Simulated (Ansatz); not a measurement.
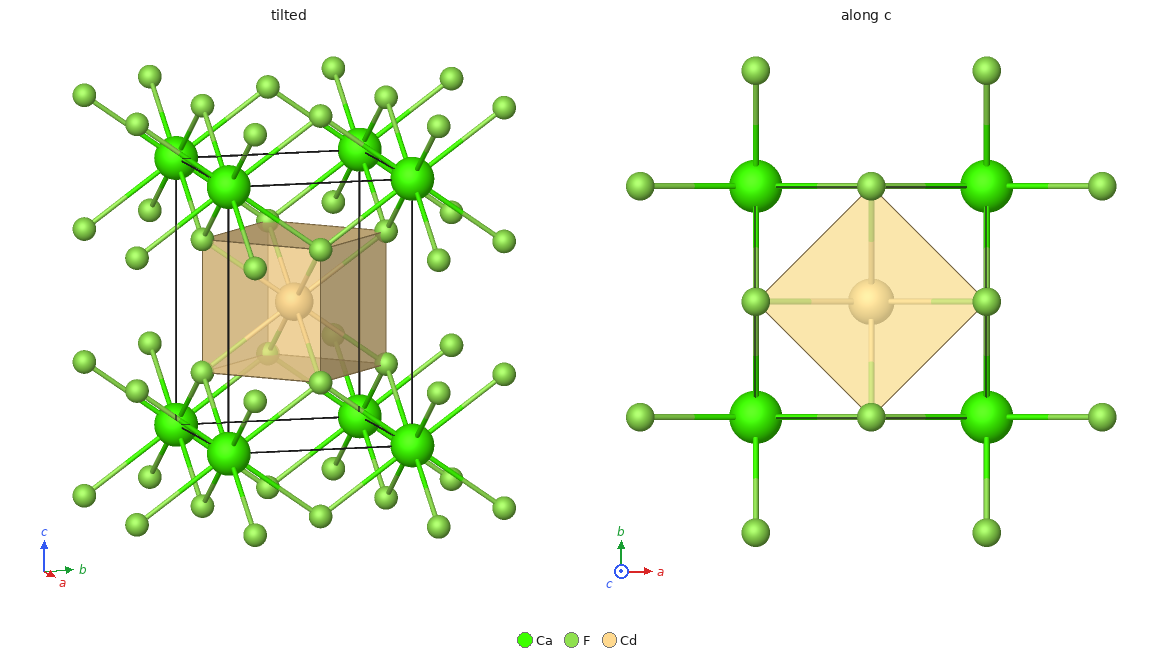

A polyhedral rendering, viewed slightly off an axis and along the c axis. Atoms at the boundary of the conventional unit cell (the box) are drawn once for each face, edge or corner they touch. Some neighbours outside the box are added.

CaCdF4, space group P4/mmm (No. 123), a = 3.829 Å, b = 3.829 Å, c = 5.415 Å, α = 90.00°, β = 90.00°, γ = 90.00°. Its origin is a structure type filled with these elements by a generator (whether the compound takes this form wasn't checked). Earlier steps of the study, as a rule a relaxation of our own, may have changed the cell and positions, so they can lie some per cent off the listed ones. It was run through Ansatz as a DFT input.

This one geometry was computed with Ansatz (DFT, plane waves, PAW) at five levels of theory: PBE0, PBE with spin-orbit coupling, PBE, r2SCAN and HSE06. It was relaxed beforehand with r2SCAN.

Which level gives the highest pressure at this volume, and what does that say about its equilibrium volume?

Answer. Highest: PBE with spin-orbit coupling (4.4 GPa) and PBE (4.4 GPa), which points to the largest equilibrium volume. Lowest, with the smallest volume: r2SCAN (0.0 GPa). Levels within 0.5 GPa of each other can't be told apart.

How does the band gap change with the level of theory?

Answer. PBE with spin-orbit coupling: a gap of 4.29 eV, indirect; PBE: a gap of 4.29 eV, indirect; r2SCAN: a gap of 4.98 eV, indirect; HSE06: a gap of 6.38 eV, indirect; PBE0: a gap of 7.14 eV, indirect.

Collect the results in a table.

Answer.
| level | cutoff (eV) | k-mesh of the run's cell | gap (eV) | pressure (GPa) |
| --- | --- | --- | --- | --- |
| PBE0 | 420 | 4×4×4 | 7.14 | 1.4 |
| PBE with spin-orbit coupling | 420 | 6×6×6 | 4.29 | 4.4 |
| PBE | 420 | 6×6×6 | 4.29 | 4.4 |
| r2SCAN | 500 | 6×6×6 | 4.98 | 0.0 |
| HSE06 | 420 | 4×4×4 | 6.38 | 1.6 |

Gaps are taken on the k-mesh or band path of each run.
